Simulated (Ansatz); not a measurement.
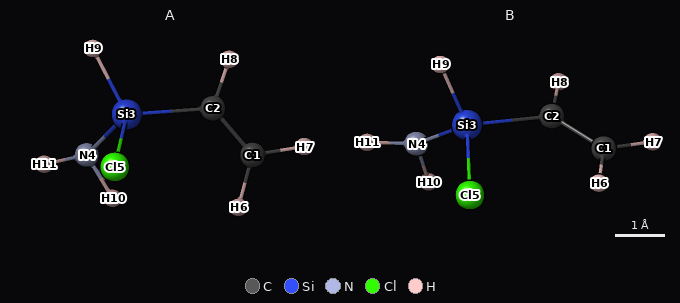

Two geometries of C$_{2}$H$_{6}$ClNSi (coarse preliminary run), drawn at one scale. One is the start of a relaxation, the other its converged end. Style: ball-and-stick. Shown at a tilt.

Level of theory: RKS PBE-D4/def2-SVP (Ansatz). Set-up: force threshold 0.03 eV/Å; at most 200 steps.

Q: Which one is relaxed?

A: Structure B is the relaxed one. The start comes from a force field. The atom that moves furthest after the best rigid fit is H6 (1.47 Å). Largest moves by element: H 1.47 Å, Cl 0.67 Å, C 0.52 Å, N 0.32 Å, Si 0.22 Å. Some distances before and after: Si3–Cl5 2.024 → 2.113 Å, N4–H11 0.938 → 1.023 Å, C2–Si3 1.796 → 1.870 Å, C1–C2 1.298 → 1.347 Å. Bond angles that change, for instance: Si3–N4–H10 101.8° → 118.4°, Si3–N4–H11 109.0° → 118.7°, N4–Si3–Cl5 107.5° → 115.0°. Groups turn about C2–Si3 by about 70°. The energy falls by 18.6 kcal/mol in 18 accepted moves (20 points after the start). The largest force component goes from 4.6 to 0.027 eV/Å. The line search rejected the trial steps at points 9, 18 of the run.
